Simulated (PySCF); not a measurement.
SMILES [I][Zr]([I])([I])[I] (I4Zr) at its PBE0/def2-SVP optimised geometry (Å):

```
5

Zr    -0.8923    -1.2630     0.0000
I     -1.7877     1.2630     0.0000
I     -1.7773    -2.5282    -2.1908
I      1.7877    -1.2630     0.0000
I     -1.7906    -2.5235     2.1881
```

Computed with PBE0/def2-TZVP, def2 effective core potentials past Kr (PySCF 2.14.0). The core electrons that the potentials of I, Zr replace are not part of the density. Cells within 0.4 Å of a nucleus heavier than hydrogen are left out (blank, or x).

Map of the log10 of the electron density (e/bohr³), floored at −4 on the plane z = 0.0 Å:

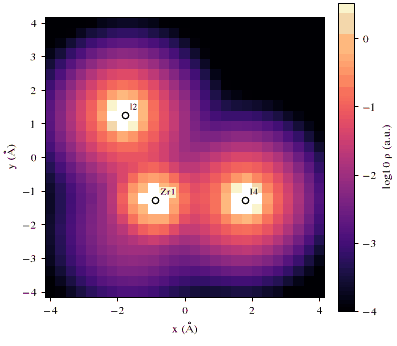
Log10 of the electron density (e/bohr³), floored at −4 on the plane z = 0.0 Å.
